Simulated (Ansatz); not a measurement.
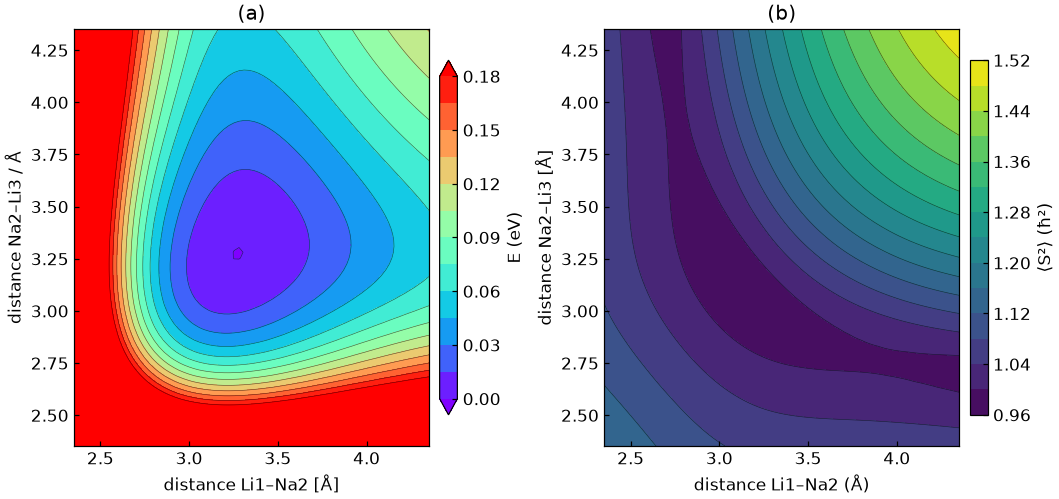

The system Li + NaLi, spin multiplicity 2. First axis: distance Li1–Na2. Second axis: distance Na2–Li3. Nothing is relaxed (the angle Li1–Na2–Li3 is fixed at 100 degrees). The scan uses a 17 × 17 grid; 153 points were computed and 136 follow by symmetry. Energies are in eV, from the lowest grid point. In part of the range the unrestricted reference is strongly spin-contaminated. All numbers below come from Ansatz, UHF/def2-TZVPD.

Panel (a) is the energy and panel (b) the computed ⟨S²⟩ on the same grid.

The picture shows filled contours, one colour for all values above the top of the scale. Between grid points the surface is interpolated.

How does the ⟨S²⟩ vary over the map, and what is it at the lowest grid point?

Leaving out the highest fifth of the energies, it runs from 0.98 ħ² at distance Li1–Na2 = 3.035 Å, distance Na2–Li3 = 3.164 Å to 1.50 ħ² at distance Li1–Na2 = 4.352 Å, distance Na2–Li3 = 4.352 Å. At the lowest grid point, distance Li1–Na2 = 3.299 Å, distance Na2–Li3 = 3.299 Å, it is 1.03 ħ².
